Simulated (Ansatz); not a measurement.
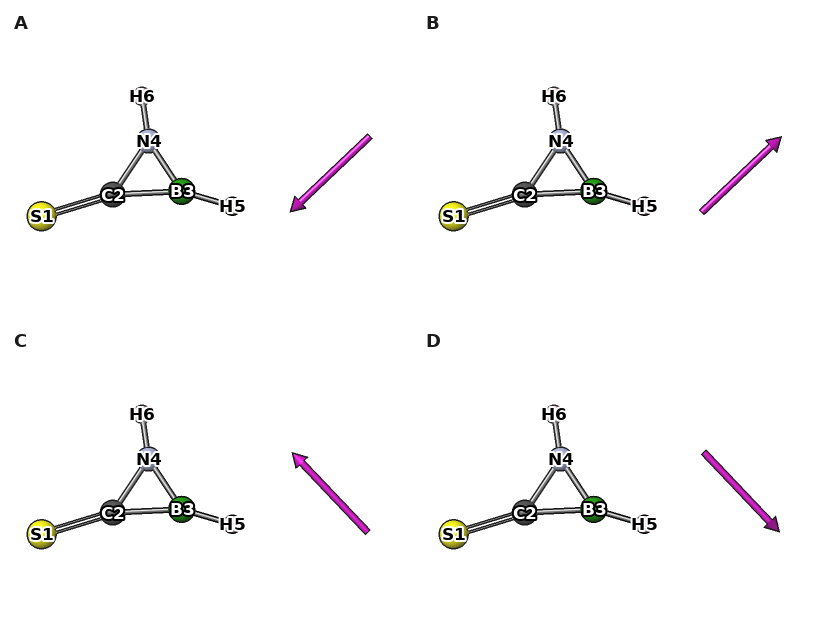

The same molecule four times, each with an arrow. The geometry was computed by an optimisation with PBE-D4/def2-SVP. No frequency run is at hand to confirm it as a minimum. Level of theory: RKS PBE-D4/def2-SVP (Ansatz 0.2.0).

Which arrow points along the dipole moment, from the negative to the positive end?

B. The dipole moment is 3.61 D; it points from the side of S1 to the side of H6 (the outermost atoms at the two ends).
